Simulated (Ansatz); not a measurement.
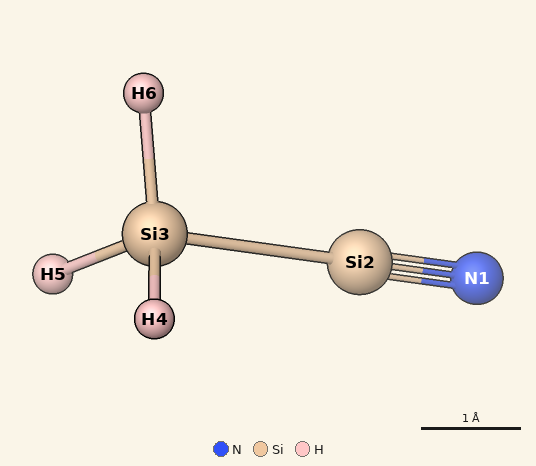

The picture comes from a calculation with Ansatz.

Orthographic view. Depth is shown by fading: the farther an atom, the more it takes the colour of the background. Geometry: relaxed with PBE0-D4/def2-TZVP with one coordinate held away from its value at the minimum.

Write a MOL file (V2000) with the atoms in numerical order, bonds sorted by atom number with the orders drawn, and coordinates in the frame of the picture: x right, y up, z towards the viewer, origin at the mean position.

```
H3NSi2
                    3D

  6  5  0  0  0  0  0  0  0  0999 V2000
    2.5800   -0.3500   -1.3000 N   0  0  0  0  0  0  0  0  0  0  0  0
    1.3800   -0.1900   -0.7000 Si  0  0  0  0  0  4  0  0  0  0  0  0
   -0.7000    0.1000    0.3500 Si  0  0  0  0  0  4  0  0  0  0  0  0
   -0.7100   -0.7700    1.5600 H   0  0  0  0  0  0  0  0  0  0  0  0
   -1.7400   -0.3100   -0.6200 H   0  0  0  0  0  0  0  0  0  0  0  0
   -0.8200    1.5300    0.7100 H   0  0  0  0  0  0  0  0  0  0  0  0
  1  2  3  0
  2  3  1  0
  3  4  1  0
  3  5  1  0
  3  6  1  0
M  END
```
